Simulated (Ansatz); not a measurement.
**Fields on a plane of MgCd3 (space group P6_3/mmc)**

```
MgCd3
1.0
    6.26456     0.00000     0.00000
   -3.13228     5.42527     0.00000
    0.00000     0.00000     4.94385
Mg Cd
2 6
Direct
  0.66667   0.33333   0.75000
  0.33333   0.66667   0.25000
  0.66582   0.83291   0.75000
  0.33418   0.16709   0.25000
  0.83291   0.66582   0.25000
  0.16709   0.33418   0.75000
  0.16709   0.83291   0.75000
  0.83291   0.16709   0.25000
```

The slice is a (-1 1 0 0) plane (indices of the conventional cell) through the point (0.667, 0.333, 0.750) (fractional), spanned by u = [001] and v = [110] in vectors of this cell: u (4.94 Å) and v (6.26 Å, at 90° to u). It covers one period; positions are fractions (u, v).

Atoms on it: Mg at (0.00, 0.00); Cd at (0.00, 0.50). Other atoms lie within 1 Å of the plane.

Method: r2SCAN (plane waves to 500 eV, PAW, scalar-relativistic; Ansatz, a first-principles code). k mesh 9×9×10. These are valence fields of a PAW run, semicore shells included where kept as valence: close to a nucleus they are smooth pseudo fields. MgCd3 was relaxed with its symmetry unable to fall.

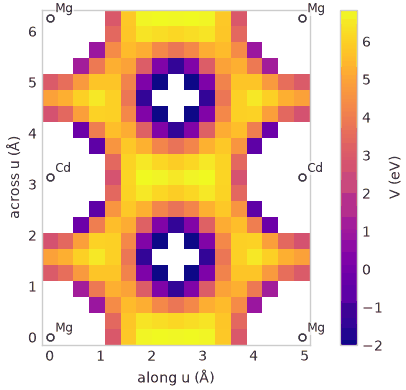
Electrostatic potential energy of an electron, from the cell's mean, in eV, one period of the plane, atoms marked. Points within 1 Å of a nucleus are left white, as the pseudised field means little there. Values under -2 eV are set to -2. The zero, the cell's mean, hangs on the PAW cores.

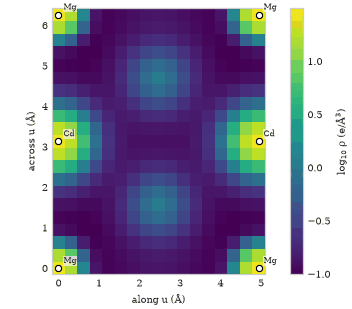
Figure: Log₁₀ of the valence density in e/Å³, one period of the plane, atoms marked. The scale is logarithmic, as a density can span decades between atoms and voids.
